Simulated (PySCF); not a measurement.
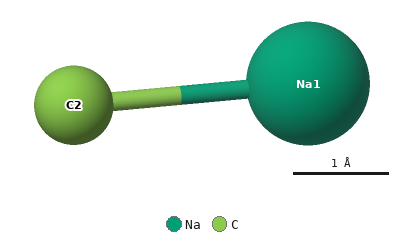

Fig. 1: The structure (ball-and-stick view, seen at a tilt; atoms are numbered from 1 in the order of the input). Sticks mark near contacts.

Run report: CNa (charge −1), single-point calculation (part 1 of 2)

CNa, charge −1, multiplicity 3, computed with ROHF/def2-svpd, nevpt2 (PySCF 2.14.0).

Some settings of this run were made unusual or wrong on purpose. Figures and captions count atoms from 1; the log counts them from 0 in places.

## Input file
```python
from pyscf import gto, scf, mcscf, mrpt

mol = gto.M(
    atom='Na 0 0 0; C 0 0 2.504',
    basis='def2-svpd',
    charge=-1,
    spin=2,
    verbose=4,
)
mf = scf.ROHF(mol)
field = 0.2  # electric field along z, atomic units
h = mf.get_hcore() + field*mol.intor('int1e_r')[2]
mf.get_hcore = lambda *args: h
e_nuc = mol.energy_nuc() - field*mol.atom_charges() @ mol.atom_coords()[:, 2]
mf.energy_nuc = lambda *args: e_nuc
mf.kernel()
mc = mcscf.CASSCF(mf, 6, 6)
mc.kernel()
mc.analyze()
mrpt.NEVPT(mc).kernel()
mf.dip_moment()
print('orbital energies (hartree):', mf.mo_energy[..., max(0, mol.nelec[1]-3):mol.nelec[0]+3].round(4))
```

Machine: 1 CPU thread, shared host.

Launched with:
```bash
OMP_NUM_THREADS=1 python input.py
```

## What the program printed
```
PySCF version 2.14.0

[INPUT] verbose = 4
[INPUT] num. atoms = 2
[INPUT] num. electrons = 18
[INPUT] charge = -1
[INPUT] spin (= nelec alpha-beta = 2S) = 2
[INPUT] symmetry False subgroup None
[INPUT] Mole.unit = angstrom
[INPUT] Symbol           X                Y                Z      unit          X                Y                Z       unit  Magmom
[INPUT]  1 Na     0.000000000000   0.000000000000   0.000000000000 AA    0.000000000000   0.000000000000   0.000000000000 Bohr   0.0
[INPUT]  2 C      0.000000000000   0.000000000000   2.504000000000 AA    0.000000000000   0.000000000000   4.731874215911 Bohr   0.0

nuclear repulsion = 13.9479616296805
number of shells = 16
number of NR pGTOs = 66
number of NR cGTOs = 38
basis = def2-svpd
ecp = {}

******** <class 'pyscf.scf.rohf.ROHF'> ********
method = ROHF
initial guess = minao
damping factor = 0
level_shift factor = 0
DIIS = <class 'pyscf.scf.diis.CDIIS'>
diis_start_cycle = 1
diis_space = 8
diis_damp = 0
SCF conv_tol = 1e-09
SCF conv_tol_grad = None
SCF max_cycles = 50
direct_scf = True
direct_scf_tol = 1e-13
num. doubly occ = 8  num. singly occ = 2
Set gradient conv threshold to 3.16228e-05
init E= -199.032780756851
  HOMO = -0.120714868085115  LUMO = 0.0537391104998315  gap/eV = 4.74713
cycle= 1 E= -200.899251503489  delta_E= -1.87  |g|= 0.439  |ddm|= 14.6
  HOMO = -0.60961742869332  LUMO = -0.567368038055193  gap/eV = 1.14966
cycle= 2 E= -200.864031710507  delta_E= 0.0352  |g|= 0.954  |ddm|= 6.04

WARN: HOMO 0.105101683918575 >= LUMO -0.219634989258657

cycle= 3 E= -202.411392258752  delta_E= -1.55  |g|= 0.237  |ddm|= 4.07

WARN: HOMO 0.0327537672442861 >= LUMO -0.0139561764189122

cycle= 4 E= -202.458705525232  delta_E= -0.0473  |g|= 0.142  |ddm|=  1.3
  HOMO = 0.0268659932149524  LUMO = 0.086081405225237  gap/eV = 1.61133
cycle= 5 E= -202.471186580089  delta_E= -0.0125  |g|= 0.0928  |ddm|= 0.422
  HOMO = 0.0340747987832852  LUMO = 0.0911226929066622  gap/eV = 1.55235
cycle= 6 E= -202.47638169386  delta_E= -0.0052  |g|= 0.0307  |ddm|= 0.385
  HOMO = 0.0415916098647435  LUMO = 0.0891428267219676  gap/eV = 1.29393
cycle= 7 E= -202.476799294778  delta_E= -0.000418  |g|= 0.0108  |ddm|= 0.156
  HOMO = 0.0337176853437802  LUMO = 0.0874976753988239  gap/eV = 1.46343
cycle= 8 E= -202.476928302179  delta_E= -0.000129  |g|= 0.00289  |ddm|= 0.0831
  HOMO = 0.0349388932984596  LUMO = 0.0879450050070174  gap/eV = 1.44237
cycle= 9 E= -202.476932577428  delta_E= -4.28e-06  |g|= 0.000503  |ddm|= 0.00926
  HOMO = 0.0351121935718934  LUMO = 0.0879113494565651  gap/eV = 1.43674
cycle= 10 E= -202.476932948471  delta_E= -3.71e-07  |g|= 3.46e-05  |ddm|= 0.00418
  HOMO = 0.0351210144222862  LUMO = 0.0879188211651702  gap/eV = 1.43670
cycle= 11 E= -202.476932954313  delta_E= -5.84e-09  |g|= 5.41e-06  |ddm|= 0.000452
  HOMO = 0.0351220877426424  LUMO = 0.087921053602491  gap/eV = 1.43673
cycle= 12 E= -202.476932954459  delta_E= -1.45e-10  |g|= 4.98e-07  |ddm|= 8.86e-05
  HOMO = 0.0351222171521708  LUMO = 0.0879211968389249  gap/eV = 1.43673
```

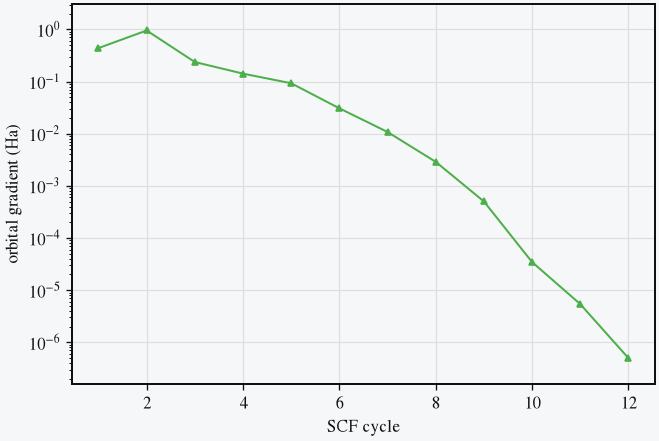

Fig. 2: Convergence of the self-consistent field: orbital gradient against the SCF cycle. The residual comes down, with one marked jump up, by a factor of about 2, at step 2.

```
Extra cycle  E= -202.47693295446  delta_E= -1.02e-12  |g|= 1.66e-07  |ddm|= 6.93e-06
converged SCF energy = -202.47693295446

******** <class 'pyscf.mcscf.mc1step.CASSCF'> ********
CAS (4e+2e, 6o), ncore = 6, nvir = 26
max_cycle_macro = 50
max_cycle_micro = 4
conv_tol = 1e-07
conv_tol_grad = None
orbital rotation max_stepsize = 0.02
orbital rotation threshold for CI restart = 0.01
augmented hessian ah_max_cycle = 30
augmented hessian ah_conv_tol = 1e-12
augmented hessian ah_linear dependence = 1e-14
augmented hessian ah_level shift = 1e-08
augmented hessian ah_start_tol = 2.5
augmented hessian ah_start_cycle = 3
augmented hessian ah_grad_trust_region = 3
kf_trust_region = 3
kf_interval = 4
ci_response_space = 4
ci_grad_trust_region = 3
with_dep4 0
natorb = False
canonicalization = True
sorting_mo_energy = False
ao2mo_level = 2
internal_rotation = False
******** <class 'pyscf.fci.direct_spin1.FCISolver'> ********
max. cycles = 50
conv_tol = 1e-08
davidson only = False
linear dependence = 1e-12
level shift = 0.001
max iter space = 12
nroots = 1
pspace_size = 400
spin = None
CASCI E = -202.477193413661  S^2 = 2.0000000
Set conv_tol_grad to 0.000316228
macro iter   1 ( 12 JK    3 micro), CASSCF E = -202.477211944612  dE = -1.85309508e-05  S^2 = 2.0000000
               |grad[o]|=0.000341  |grad[c]|=0.00535  |ddm|=0.000728  |maxRot[o]|=0.104
macro iter   2 (  7 JK    2 micro), CASSCF E = -202.477221573156  dE = -9.62854455e-06  S^2 = 2.0000000
               |grad[o]|=0.000231  |grad[c]|=0.00166  |ddm|=0.00085  |maxRot[o]|=0.0677
macro iter   3 (  7 JK    2 micro), CASSCF E = -202.477226395682  dE = -4.82252571e-06  S^2 = 2.0000000
               |grad[o]|=0.000165  |grad[c]|=0.00115  |ddm|=0.00079  |maxRot[o]|=0.0699
macro iter   4 (  7 JK    2 micro), CASSCF E = -202.477229540663  dE = -3.14498081e-06  S^2 = 2.0000000
               |grad[o]|=0.000133  |grad[c]|=0.000331  |ddm|=0.000807  |maxRot[o]|=0.0699
macro iter   5 (  7 JK    2 micro), CASSCF E = -202.477231913001  dE = -2.37233854e-06  S^2 = 2.0000000
               |grad[o]|=0.000113  |grad[c]|=0.00063  |ddm|=0.000835  |maxRot[o]|=0.0699
macro iter   6 (  7 JK    2 micro), CASSCF E = -202.477233860468  dE = -1.94746659e-06  S^2 = 2.0000000
               |grad[o]|=9.71e-05  |grad[c]|=0.00162  |ddm|=0.000853  |maxRot[o]|=0.0699
macro iter   7 (  7 JK    2 micro), CASSCF E = -202.477235525009  dE = -1.66454069e-06  S^2 = 2.0000000
               |grad[o]|=8.45e-05  |grad[c]|=0.00259  |ddm|=0.000846  |maxRot[o]|=0.0699
macro iter   8 (  7 JK    2 micro), CASSCF E = -202.477236974894  dE = -1.44988567e-06  S^2 = 2.0000000
               |grad[o]|=7.34e-05  |grad[c]|=0.00345  |ddm|=0.000815  |maxRot[o]|=0.0699
macro iter   9 (  7 JK    2 micro), CASSCF E = -202.477238247687  dE = -1.27279242e-06  S^2 = 2.0000000
               |grad[o]|=6.36e-05  |grad[c]|=0.00414  |ddm|=0.000764  |maxRot[o]|=0.0699
macro iter  10 (  7 JK    2 micro), CASSCF E = -202.477239366361  dE = -1.11867445e-06  S^2 = 2.0000000
               |grad[o]|=5.48e-05  |grad[c]|=0.00458  |ddm|=0.000698  |maxRot[o]|=0.0699
macro iter  11 (  7 JK    2 micro), CASSCF E = -202.477240346462  dE = -9.80100822e-07  S^2 = 2.0000000
               |grad[o]|=4.69e-05  |grad[c]|=0.00476  |ddm|=0.000622  |maxRot[o]|=0.0699
macro iter  12 (  7 JK    2 micro), CASSCF E = -202.477241199589  dE = -8.53126977e-07  S^2 = 2.0000000
               |grad[o]|=4e-05  |grad[c]|=0.00465  |ddm|=0.00054  |maxRot[o]|=0.0699
macro iter  13 (  5 JK    1 micro), CASSCF E = -202.477241838768  dE = -6.39179234e-07  S^2 = 2.0000000
               |grad[o]|=3.42e-05  |grad[c]|=0.00317  |ddm|=0.000341  |maxRot[o]|= 0.06
macro iter  14 (  3 JK    1 micro), CASSCF E = -202.477242034673  dE = -1.95905045e-07  S^2 = 2.0000000
               |grad[o]|=3e-05  |grad[c]|=0.000329  |ddm|=3.37e-05  |maxRot[o]|= 0.02
macro iter  15 (  3 JK    1 micro), CASSCF E = -202.477242221620  dE = -1.86947062e-07  S^2 = 2.0000000
               |grad[o]|=2.87e-05  |grad[c]|=0.000313  |ddm|=3.18e-05  |maxRot[o]|= 0.02
macro iter  16 (  1 JK    1 micro), CASSCF E = -202.477242221622  dE = -1.33582034e-12  S^2 = 2.0000000
               |grad[o]|=2.75e-05  |grad[c]|=1.25e-06  |ddm|=1.26e-06  |maxRot[o]|=    0
1-step CASSCF converged in  16 macro (101 JK  29 micro) steps
CASSCF canonicalization
Density matrix diagonal elements [1.99966711e+00 1.99999371e+00 9.99913407e-01 9.99996952e-01
 2.80725020e-04 1.48096494e-04]
CASSCF energy = -202.477242221622
CASCI E = -202.477242221622  E(CI) = -7.41843572287752  S^2 = 2.0000000
Natural occ [1.99999457e+00 1.99966795e+00 9.99997652e-01 9.99911709e-01
 2.80725020e-04 1.47396098e-04]
Natural orbital (expansion on meta-Lowdin AOs) in CAS space
               #1        #2        #3        #4        #5
0 Na 1s          0.01211  -0.00190  -0.00000   0.00056   0.00000
0 Na 2s         -0.10924   0.01167  -0.00000   0.00700   0.00000
0 Na 3s          0.04202  -0.31408  -0.00000   0.60956   0.00000
0 Na 4s         -0.06122  -0.52430   0.00000  -0.29815   0.00000
0 Na 2px        -0.00000   0.00000   0.00003   0.00000  -0.00424
0 Na 2py         0.00000  -0.00000  -0.00176  -0.00000  -0.00007
0 Na 2pz        -0.82277   0.09613  -0.00000   0.00702  -0.00000
0 Na 3px        -0.00000   0.00000  -0.01528   0.00000   0.83816
0 Na 3py        -0.00000  -0.00000   0.86660   0.00000   0.01478
0 Na 3pz         0.03529   0.54039   0.00000  -0.38143   0.00000
0 Na 4px         0.00000   0.00000   0.00084   0.00000   0.19838
0 Na 4py         0.00000   0.00000  -0.04763  -0.00000   0.00350
0 Na 4pz         0.05487   0.56046  -0.00000   0.47511   0.00000
0 Na 3dxy        0.00001   0.00006   0.00000  -0.00074  -0.00000
0 Na 3dyz       -0.00000  -0.00000  -0.48480  -0.00000  -0.00887
0 Na 3dz^2      -0.00284  -0.08018  -0.00000   0.31772  -0.00000
0 Na 3dxz        0.00000  -0.00000   0.00855  -0.00000  -0.50332
0 Na 3dx2-y2     0.00024   0.00166  -0.00000  -0.02092  -0.00000
1 C 1s           0.00367  -0.00002  -0.00000   0.00045   0.00000
1 C 2s           0.52505   0.01478   0.00000  -0.09332  -0.00000
1 C 3s          -0.04949  -0.02004   0.00000  -0.16439  -0.00000
1 C 4s           0.00880  -0.02789   0.00000  -0.12752  -0.00000
1 C 2px         -0.00000   0.00000  -0.00018  -0.00000   0.00120
1 C 2py         -0.00000   0.00000   0.01043   0.00000   0.00002
1 C 2pz         -0.15009  -0.01529  -0.00000   0.03161   0.00000
1 C 3px          0.00000   0.00000  -0.00036   0.00000  -0.00287
1 C 3py          0.00000   0.00000   0.02046   0.00000  -0.00005
1 C 3pz         -0.01389  -0.05340  -0.00000   0.10493  -0.00000
1 C 3dxy         0.00001  -0.00000   0.00000  -0.00001   0.00000
1 C 3dyz        -0.00000  -0.00000  -0.04903  -0.00000  -0.00065
1 C 3dz^2        0.01212  -0.00511   0.00000  -0.03936   0.00000
1 C 3dxz         0.00000  -0.00000   0.00086  -0.00000  -0.03702
1 C 3dx2-y2      0.00023  -0.00001  -0.00000  -0.00024   0.00000
1 C 4dxy         0.00000   0.00000  -0.00000  -0.00003  -0.00000
1 C 4dyz         0.00000  -0.00000  -0.09200  -0.00000  -0.00098
1 C 4dz^2        0.01037  -0.00374   0.00000  -0.03579   0.00000
1 C 4dxz         0.00000  -0.00000   0.00162  -0.00000  -0.05567
1 C 4dx2-y2      0.00013   0.00005  -0.00000  -0.00086  -0.00000
               #6
0 Na 1s         -0.00000
0 Na 2s         -0.00000
0 Na 3s         -0.00000
0 Na 4s          0.00000
0 Na 2px        -0.00004
0 Na 2py         0.00240
0 Na 2pz        -0.00000
0 Na 3px        -0.00519
0 Na 3py         0.29424
0 Na 3pz        -0.00000
0 Na 4px        -0.01492
0 Na 4py         0.84634
0 Na 4pz         0.00000
0 Na 3dxy        0.00000
0 Na 3dyz        0.44107
0 Na 3dz^2       0.00000
0 Na 3dxz       -0.00778
0 Na 3dx2-y2    -0.00000
1 C 1s          -0.00000
1 C 2s           0.00000
1 C 3s           0.00000
1 C 4s          -0.00000
1 C 2px         -0.00003
1 C 2py          0.00192
1 C 2pz         -0.00000
1 C 3px          0.00083
1 C 3py         -0.04733
1 C 3pz         -0.00000
1 C 3dxy        -0.00000
1 C 3dyz         0.00451
1 C 3dz^2        0.00000
1 C 3dxz        -0.00008
1 C 3dx2-y2     -0.00000
1 C 4dxy         0.00000
1 C 4dyz        -0.00351
1 C 4dz^2        0.00000
1 C 4dxz         0.00006
1 C 4dx2-y2     -0.00000
<mo_coeff-mcscf|mo_coeff-hf>  1      1        0.99999789
<mo_coeff-mcscf|mo_coeff-hf>  2      2        1.00000000
<mo_coeff-mcscf|mo_coeff-hf>  3      3        0.99290773
<mo_coeff-mcscf|mo_coeff-hf>  4      5        1.00000000
<mo_coeff-mcscf|mo_coeff-hf>  5      6        1.00000000
<mo_coeff-mcscf|mo_coeff-hf>  6      4        0.55718561
<mo_coeff-mcscf|mo_coeff-hf>  6      8        0.82918759
<mo_coeff-mcscf|mo_coeff-hf>  7      7        0.99842572
<mo_coeff-mcscf|mo_coeff-hf>  8      4       -0.82120999
```
